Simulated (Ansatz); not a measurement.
System: AlClH2.

Input

```
crystal:
  periodic: [false, false, false]
  atoms:
    - { symbol: Al, position_ang: [0.0, 0.0, 0.0] }
    - { symbol: Cl, position_ang: [0.0, 0.0, 2.23] }
    - { symbol: H, position_ang: [1.351, 0.0, -0.78] }
    - { symbol: H, position_ang: [-1.351, 0.0, -0.78] }
basis:
  gaussian: { orbitals: def2-TZVP }
hamiltonian:
  xc: pbe
  dispersion: d4
relax:
  f_tol: 0.02
  max_steps: 40
output:
  orbitals: {}
```

Run with:

```sh
ansatz run input.yaml --threads 2 --pin off --max-ram 3072MiB --backend cpu --events-out ev --progress --plain --runs-dir out
```

The fields are those of the relaxed geometry.

Level of theory: Ansatz 0.2.0, RKS PBE-D4/def2-TZVP.

Predict the electron density and electron localisation function between the atoms.

Al–Cl (2.11 Å): the density is about 0.71 e/Å³ at the midpoint; the ELF peaks at about 0.90 in the valence shell of Cl, 0.8 Å from its nucleus, and is about 0.80 at the midpoint.
Al–H (1.59 Å): ρ is about 0.56 e/Å³ halfway; the ELF climbs to about 1 towards the hydrogen.

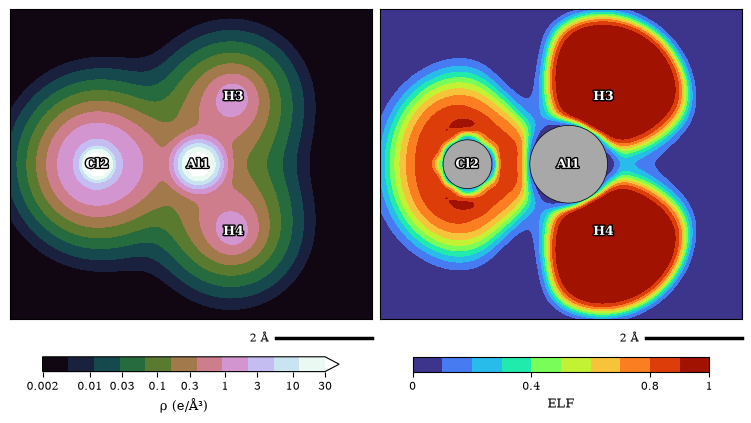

Computed electron density and electron localisation function on the molecular plane, in this order. Grey discs cover the atomic cores in the ELF map. 
